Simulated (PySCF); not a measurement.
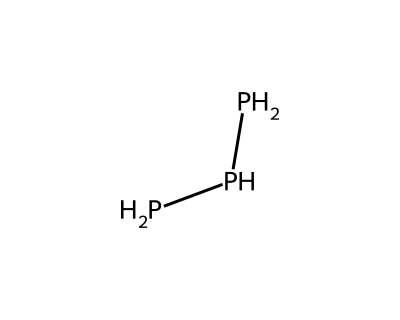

Structural formula above. The computed structure is the end point of a PBE0-D3(BJ)/def2-SVP optimisation. No frequency run is at hand to confirm it as a minimum.

Describe the 3D structure.

The molecule is P₃H₅. As SMILES it reads `PPP`. It has no ring. This geometry has Cs symmetry. Coordination: 3 P trigonal pyramidal.

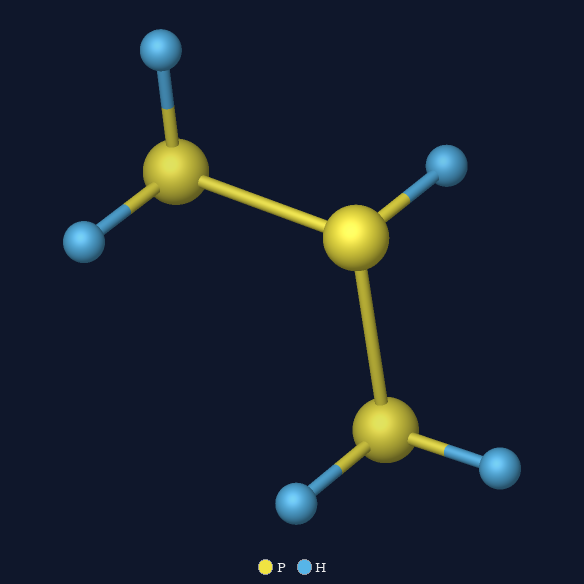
